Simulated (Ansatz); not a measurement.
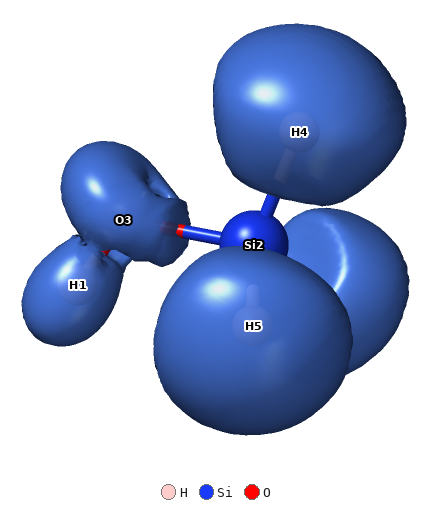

The picture shows: H3OSi (doublet). Isosurface of the electron localisation function at 0.8 (blue), seen at a tilt. Core shells and regions of very low density are left out.

The product side of a reaction path; geometry: PBE0-D4/def2-TZVP.

Theory: UKS PBE0-D4/def2-TZVPP in Ansatz 0.2.0.

The calculation's input:

```
crystal:
  periodic: [false, false, false]
  atoms:
    - {symbol: H, position_ang: [-1.053180, -1.107706, -0.841104]}
    - {symbol: Si, position_ang: [-0.024137, 0.487389, 0.383820]}
    - {symbol: O, position_ang: [-0.423043, -1.033831, -0.122737]}
    - {symbol: H, position_ang: [1.096562, 0.307493, 1.345161]}
    - {symbol: H, position_ang: [0.403898, 1.346755, -0.765041]}
basis:
  gaussian: {orbitals: def2-TZVPP}
magnetization: {spin_polarized: true, initial_magnetization: 1}
hamiltonian: {xc: pbe0, dispersion: d4}
output: {orbitals: {seedname: orbitals}}
```

Command:

```sh
ansatz run in.yaml --threads 2 --pin off --events-out ev --progress --plain --max-ram 4352MiB
```

### Describe the localisation domains.

The surface consists of two regions around hydrogen nuclei, one lobe on Si, pointing away from the bonds (non-bonding electrons) and one joined region spread over several atoms (H, O), in which their bonds and any lone pairs are merged. Along the contacts the grid gives the following. Si–O (1.65 Å): the ELF peaks at about 0.85 between the atoms: a shared but strongly polarised pair. O–H (0.96 Å): the ELF climbs to about 1 towards the hydrogen, as it does in any bond to H; a covalent bond by its length.
